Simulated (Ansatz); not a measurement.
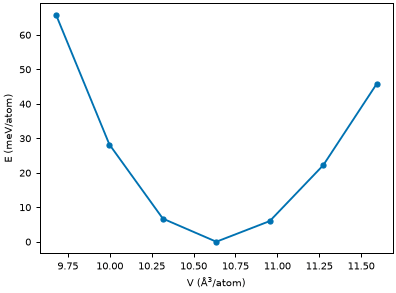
Fig. 1. TiO2 in space group Pbca (No. 61; Ti on 8c, O on 8c, O on 8c) under volume change, PBEsol in the plane-wave PAW code Ansatz, shape and atoms relaxed at each volume.

Question: What does a third-order Birch–Murnaghan fit give for V₀, B₀ and B′?

Answer: V₀ = 10.64 Å³/atom, B₀ = 196 GPa, B′ = 4.7.

The PBEsol relaxation kept the symmetry of its start. The run is not spin-polarised.

Potentials: the later of the program's two PAW sets.
